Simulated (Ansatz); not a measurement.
## Electronic structure of ClF₃H₂Si₂ in real space

Input file:

```
crystal:
  periodic: [false, false, false]
  atoms:
    - {symbol: Cl, position_ang: [2.205995, -1.048518, 2.542755]}
    - {symbol: F, position_ang: [1.535112, -0.020775, -1.216776]}
    - {symbol: F, position_ang: [-0.438791, 0.193366, 2.016461]}
    - {symbol: F, position_ang: [-0.416285, -2.387863, 2.134444]}
    - {symbol: Si, position_ang: [0.636384, -1.283582, -0.725251]}
    - {symbol: Si, position_ang: [0.403229, -1.110822, 1.589110]}
    - {symbol: H, position_ang: [-0.690984, -1.229601, -1.396116]}
    - {symbol: H, position_ang: [1.348960, -2.547255, -1.056972]}
basis:
  gaussian:
    orbitals: def2-SVPD
hamiltonian:
  xc: pbe0
output:
  forces: true
  orbitals: {seedname: orbitals}
```

Run with:

```sh
ansatz run input.yaml --threads 2 --pin off --max-ram 4350MiB --events-out events.jsonl --progress --plain --runs-dir runs
```

Geometry: PBE0-D3(BJ)/def2-SVP.

Theory: isolated molecule in a Gaussian basis; Kohn-Sham density functional theory, functional PBE0 in Ansatz.

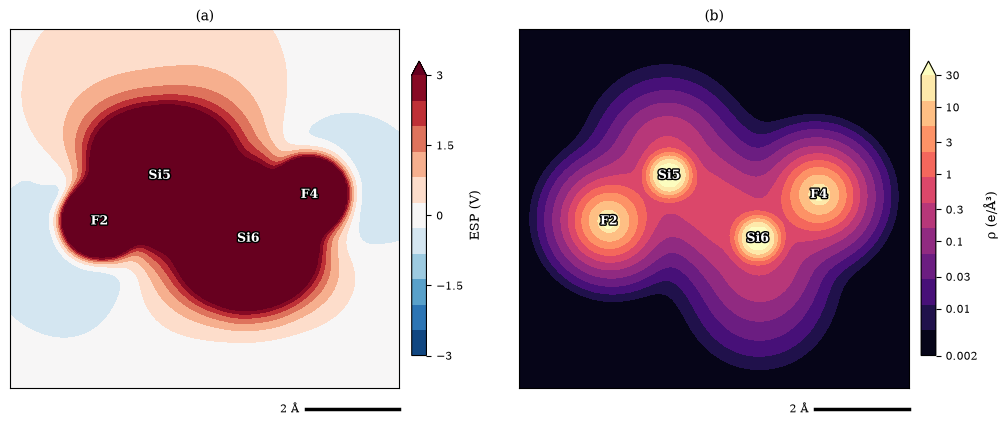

Figure 1. (a) electrostatic potential; (b) total electron density on the plane of atoms F2, Si5 and Si6.

What do the fields say about this system?

Answer.
- The section cuts through F and Si sites.
- Si–F (1.63 Å): the density is about 1 e/Å³ at the midpoint.
- Si–Si (2.33 Å): ρ is about 0.7 e/Å³ halfway.
- Outside the dense part of the molecule the potential is most negative (−0.7 V) near F2.

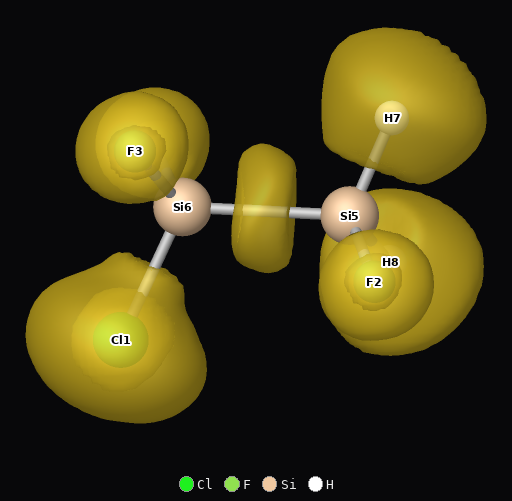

Figure 2. Isosurface of the electron localisation function at 0.75 (yellow), seen across its widest extent. Only the valence region is drawn (cores and ρ < 0.01 e/Å³ removed).

Identify the bonds, lone pairs and shells in this picture.

Answer. The surface consists of one region between bonded Si–Si atoms (shared pairs), two regions around hydrogen nuclei, one region on Cl in which the atom's valence shell and bonds are merged and three regions wrapped around F (its lone pairs, merged into a ring or cap). Profiles from the grid: Si–F (1.61 Å): the ELF peaks at about 0.85 in the valence shell of F, 0.6 Å from its nucleus, and is about 0.45 at the midpoint. Si–Cl (2.04 Å): the ELF peaks at about 0.90 between the atoms; a shared but strongly polarised pair.

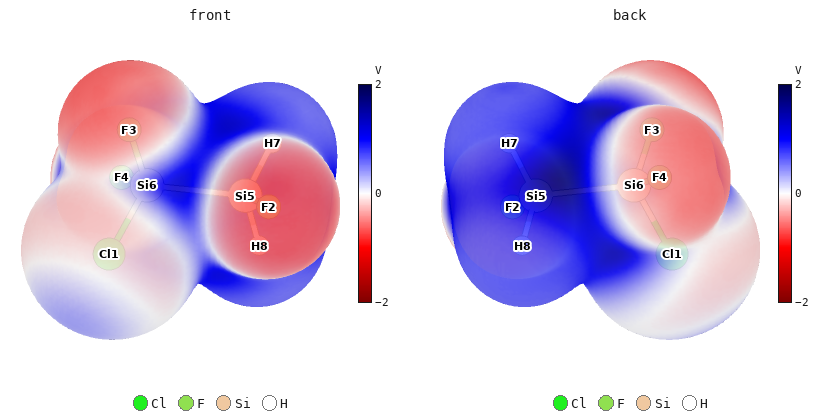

Figure 3. The molecular electrostatic potential painted on the density surface at 0.001 e/bohr³, seen from the front and from behind; red is negative and blue positive.

Where is the surface potential most negative and most positive?

Answer. The most negative region (about −0.7 V) lies over F2, the most positive (about +1.6 V) over Si5. Cl1 shows a σ-hole: about +0.4 V at the tip opposite its bond, against about −0.1 V on its flanks.

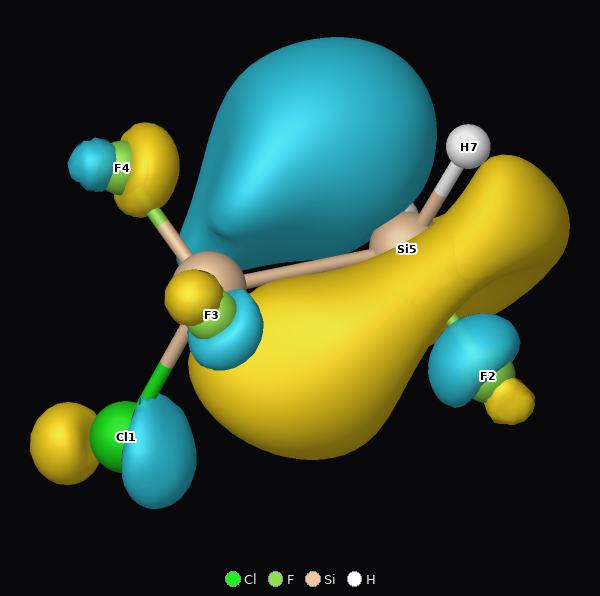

Figure 4. The LUMO at ±0.1 Å⁻³ᐟ² (yellow and cyan are the two phases), seen at a tilt.

What is the character of this orbital?

Answer. It lies mainly on Si5 (about 45 %), Si6 (about 25 %) and F2 (about 10 %). Its energy is −1.46 eV.
